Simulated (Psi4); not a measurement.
# B3LYP/def2-SVPD run of SiH4O2 (SMILES O[SiH2]O)

What is the vertical ionisation energy of SiH4O2 at B3LYP/def2-SVPD? 

The results are computed with Psi4 1.11.

1 further run of the same task is left out (set aside as unsound or not needed).

## 1. The structure to begin with

The species is SiH4O2 (7 atoms), meant as a singlet with charge 0. SMILES: `O[SiH2]O`. The coordinates come from a PBE0-D4/def2-TZVP relaxation. This is one conformer, not always the lowest.

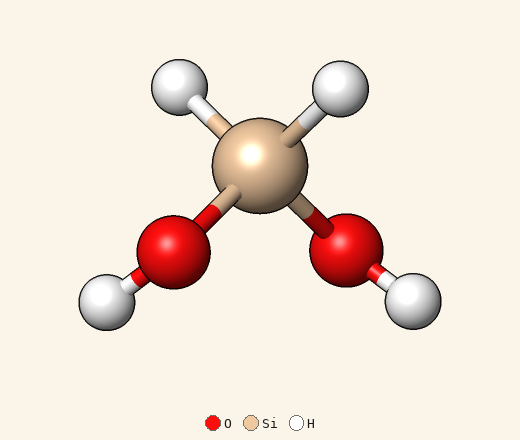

Viewed from a chosen angle; oxygen red, silicon light orange, hydrogen white.

## 2. A single-point energy at B3LYP/def2-SVPD

Input file h4o2si.py:

```python
import psi4

psi4.set_memory('2200 MB')
psi4.set_num_threads(1)
psi4.set_output_file('psi4.out', False)

molecule = psi4.geometry("""
0 1
O     -1.385150    -0.243860    -0.354380
Si     0.051410     0.422210     0.079240
O      1.274030    -0.668570     0.183160
H     -1.456660    -0.615580    -1.234790
H      0.526670     1.393040    -0.933360
H     -0.229300     1.048860     1.391580
H      1.219010    -1.336090     0.868560
units angstrom
symmetry c1
""")

options = {'reference': 'rks', 'puream': True, 'e_convergence': 1e-09, 'd_convergence': 1e-08, 'scf_type': 'pk', 'dft_radial_points': 99, 'dft_spherical_points': 590}
psi4.set_options(options)

energy_value, wavefunction = psi4.energy("b3lyp/def2-SVPD", molecule=molecule, return_wfn=True)
psi4.oeprop(wavefunction, "QUADRUPOLE", "LOWDIN_CHARGES", "MAYER_INDICES")
print('E =', round(energy_value, 9))
```

Run with:

```console
$ python h4o2si.py
```

psi4.out (excerpt; [...] marks lines left out):

```text
[...]
  Running in c1 symmetry.
[...]
  Nuclear repulsion =  120.473951977127712
[...]
  Multiplicity = 1
[...]
  Nalpha       = 17
  Nbeta        = 17
[...]
    Number of basis functions: 102
[...]
   @RKS iter   1:  -441.92223709486359   -1.47448e-01   9.25668e-03 ADIIS/DIIS
[...]
   @RKS iter  11:  -442.25968033752594   -3.01270e-12   9.24359e-10 DIIS
[...]
    Orbital Energies [Eh]
    ---------------------
    Doubly Occupied:
       1A    -66.165897     2A    -19.151634     3A    -19.151633
       4A     -5.323246     5A     -3.687085     6A     -3.685633
       7A     -3.684093     8A     -1.015444     9A     -0.995711
      10A     -0.590226    11A     -0.539037    12A     -0.435634
      13A     -0.408281    14A     -0.403428    15A     -0.345528
      16A     -0.337727    17A     -0.321241
[...]
  @RKS Final Energy:  -442.25968033752594
   => Energetics <=
    Nuclear Repulsion Energy =            120.4739519771277116
    One-Electron Energy =                -850.0894213451244923
    Two-Electron Energy =                 319.3776386269677232
    DFT Exchange-Correlation Energy =     -32.0218495964969136
    Empirical Dispersion Energy =           0.0000000000000000
    VV10 Nonlocal Energy =                  0.0000000000000000
    Total Energy =                       -442.2596803375259356
[...]
 Multipole Moments:
 ------------------------------------------------------------------------------------
     Multipole            Electronic (a.u.)      Nuclear  (a.u.)        Total (a.u.)
 ------------------------------------------------------------------------------------
 L = 1.  Multiply by 2.5417464519 to convert [e a0] to [Debye]
 Dipole X            :         -0.1147842            0.0730497           -0.0417346
 Dipole Y            :         -0.9422942            0.5995835           -0.3427107
 Dipole Z            :         -0.1767640            0.1124927           -0.0642713
 Magnitude           :                                                    0.3511740
 L = 2.  Multiply by 1.3450342976 to convert [e a0^2] to [Debye ang]
 Quadrupole XX       :       -137.7897335          115.3769635          -22.4127701
 Quadrupole XY       :         14.5003947          -14.4608941            0.0395005
[...]
```

Standard output:

```text
E = -442.259680338
```

It took 18 s on 1 thread of AMD EPYC 7B13 (Zen 3), shared host; peak memory 0.96 GiB.

## 3. The doublet cation: energy and forces at UB3LYP/def2-SVPD

Input file job.dat:

```
memory 2200 MB

molecule {
  1 2
  O
  Si 1 R2
  O 2 R3 1 A3
  H 1 R4 2 A4 3 D4
  H 2 R5 1 A5 4 D5
  H 2 R6 5 A6 3 D6
  H 3 R7 2 A7 6 D7

  R2 = 1.641761
  R3 = 1.641767
  A3 = 113.50252
  R4 = 0.958338
  A4 = 117.72956
  D4 = -66.04755
  R5 = 1.481129
  A5 = 111.47697
  D5 = 50.83142
  R6 = 1.481123
  A6 = 112.90797
  D6 = 120.91961
  R7 = 0.958323
  A7 = 117.72959
  D7 = 50.83039
  symmetry c1
  no_reorient
  no_com
}

set globals {
  reference            uks
  puream               true
  e_convergence        1e-09
  d_convergence        1e-08
  scf_type             pk
  dft_radial_points    99
  dft_spherical_points 590
  maxiter              100
}

e_tot, wfn = gradient("b3lyp/def2-SVPD", return_wfn=True)
```

Run with:

```console
$ psi4 -n 1 job.dat job.out
```

job.out (excerpt; [...] marks lines left out):

```text
[...]
  Running in c1 symmetry.
[...]
  Nuclear repulsion =  120.473967177333449
[...]
  Multiplicity = 2
[...]
  Nalpha       = 17
  Nbeta        = 16
[...]
    Number of basis functions: 102
[...]
   @UKS iter   1:  -441.51723382048920    2.57556e-01   8.91981e-03 DIIS/ADIIS
[...]
   @UKS iter  17:  -441.84304175732507   -7.38964e-13   1.27574e-09 DIIS
[...]
   @S^2 Observed:                7.584050725E-01
[...]
  @UKS Final Energy:  -441.84304175732507
   => Energetics <=
    Nuclear Repulsion Energy =            120.4739671773334493
    One-Electron Energy =                -840.9091639480456024
    Two-Electron Energy =                 310.3224576209002521
    DFT Exchange-Correlation Energy =     -31.7303026075131420
    Empirical Dispersion Energy =           0.0000000000000000
    VV10 Nonlocal Energy =                  0.0000000000000000
    Total Energy =                       -441.8430417573250679
[...]
 Multipole Moments:
 ------------------------------------------------------------------------------------
     Multipole            Electronic (a.u.)      Nuclear  (a.u.)        Total (a.u.)
 ------------------------------------------------------------------------------------
 L = 1.  Multiply by 2.5417464519 to convert [e a0] to [Debye]
 Dipole X            :         -0.0000256            0.0000356            0.0000100
 Dipole Y            :         -0.3490520            0.5138097            0.1647577
 Dipole Z            :         -0.2289125            0.3368844            0.1079719
 Magnitude           :                                                    0.1969849
[...]
  -Total Gradient:
     Atom            X                  Y                   Z
    ------   -----------------  -----------------  -----------------
       1       -0.002841911746    -0.015595592655    -0.004148432328
       2        0.000001072613     0.010550328542     0.006909320190
       3        0.002829129810    -0.010037982843    -0.012646712402
       4       -0.006560862993     0.013308410568     0.017153096621
       5       -0.011589532406    -0.012924960107    -0.001310588865
       6        0.011588195111    -0.006356884564    -0.011329166841
       7        0.006573909339     0.021046056765     0.005365519004
[...]
```

Run time: 48 s. Hardware: 1 thread of AMD EPYC 7B13 (Zen 3), shared host; peak memory 0.96 GiB.

## 4. Summary of results

At B3LYP/def2-SVPD:

| quantity | value |
| --- | --- |
| singlet SiH4O2: total energy | -442.25968 Eh |
| singlet SiH4O2: dipole moment | 0.89 D |
| singlet SiH4O2: HOMO energy | -8.74 eV |
| singlet SiH4O2: LUMO energy | -0.26 eV |
| singlet SiH4O2: HOMO–LUMO gap | 8.48 eV |
| doublet cation: total energy | -441.84304 Eh |
| doublet cation: HOMO energy (highest over α and β) | -15.76 eV |
| doublet cation: LUMO energy (lowest over α and β) | -13.95 eV |
| doublet cation: ⟨S²⟩ | 0.758 |
| doublet cation: largest force on an atom | 1.167 eV/Å |
| vertical ionisation energy (to the doublet cation) | 11.337 eV |

What this shows: Removing an electron at fixed nuclei costs 11.34 eV (1094 kJ/mol). −ε(HOMO) before ionisation, 8.74 eV, is 2.60 eV below this ionisation energy.
